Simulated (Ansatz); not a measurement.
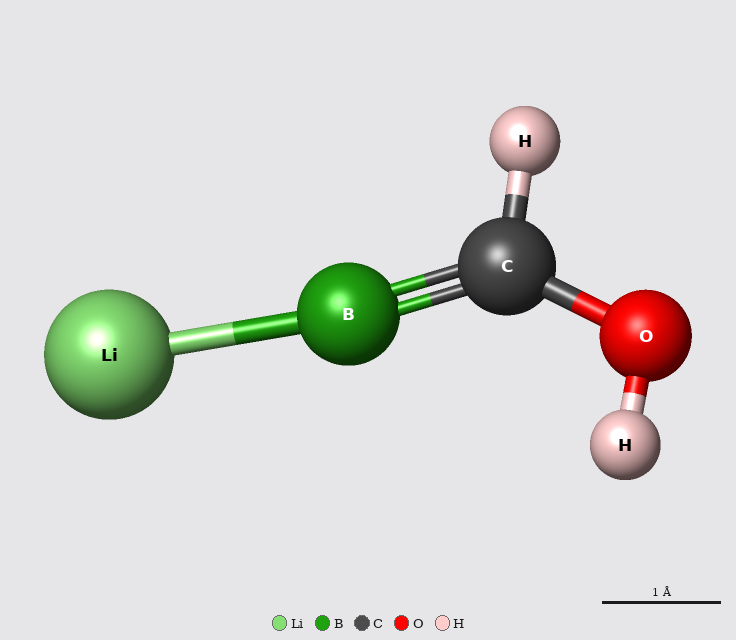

The picture shows a molecular structure as a ball-and-stick model.

The computed structure is the end point of a PBE0-D4/def2-TZVP optimisation. No frequency run is at hand to confirm it as a minimum.

> Count the atoms of each element.

CH₂BLiO, 6 atoms: 1 carbon, 2 hydrogen, 1 boron, 1 lithium and 1 oxygen.

> Count the bonded pairs by element.

1 B–Li, 1 C–B, 1 C–O, 1 C–H, 1 O–H.

> What is the point group of this geometry?

Cs.

> Give a SMILES string for it.

[Li]/[B]=C/O

The parts below concern this one geometry. Atoms keep their numbers from picture to picture.

## Shape

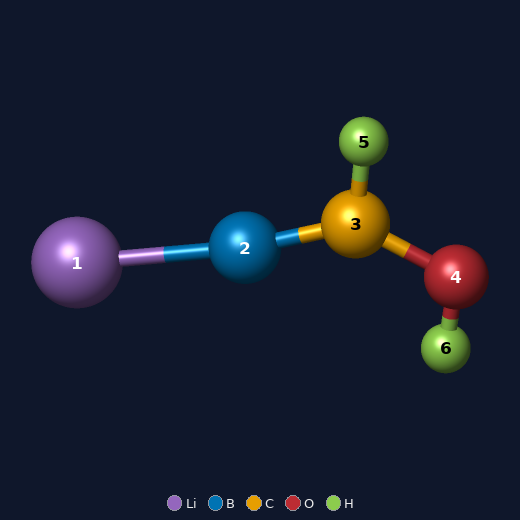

Numbered structure. No frequency run is at hand to confirm it as a minimum.

Give the bond lengths.

```csv
bond,length (Å)
Li1–B2,2.090
B2–C3,1.418
C3–O4,1.375
C3–H5,1.096
O4–H6,0.960
```

## Electronic properties

No frequency run is at hand to confirm it as a minimum. Properties computed with RKS PBE0-D4/def2-TZVPP (Ansatz 0.2.0).

Predict the main results.

- HOMO energy (Kohn–Sham orbital): −4.40 eV
- LUMO energy (Kohn–Sham orbital): −1.17 eV
- HOMO–LUMO gap: 3.23 eV

## Charges

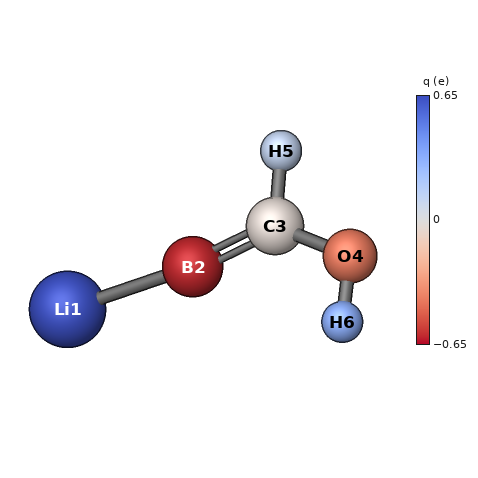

Atoms are coloured by their Mulliken charges. No frequency run is at hand to confirm it as a minimum. Properties computed with RKS PBE0-D4/def2-TZVP (Ansatz 0.2.0).

> Which atom carries the highest charge (most positive or least negative)?

Li1 (0.63 e).

> And the lowest?

B2 (−0.60 e).

Give the Mulliken charges atom by atom.

```csv
atom,value (e)
Li1,0.63
B2,−0.60
C3,−0.03
O4,−0.41
H5,0.11
H6,0.31
```

## Dipole moment

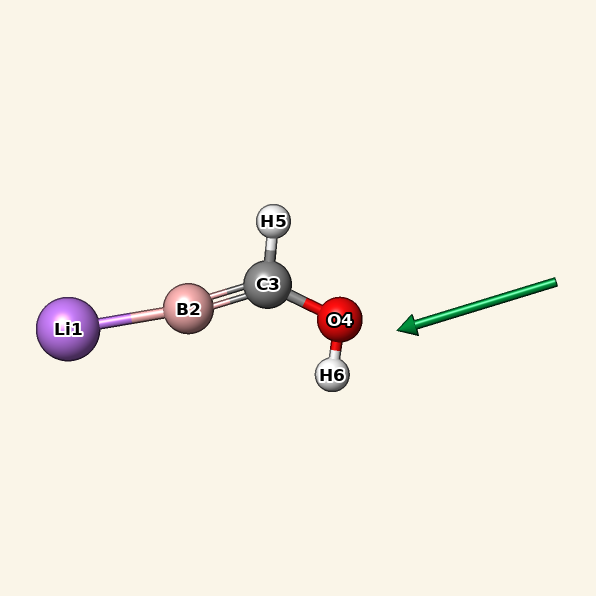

The arrow beside the molecule shows the direction of the dipole moment, from the negative to the positive end (its length means nothing). No frequency run is at hand to confirm it as a minimum. Method: RKS PBE0-D4/def2-TZVP (Ansatz 0.2.0).

> How large is the dipole moment?

7.08 D; it points from the side of O4 to the side of Li1 (the outermost atoms at the two ends).

Mulliken values depend strongly on the basis set and can even reverse the polarity of a bond.
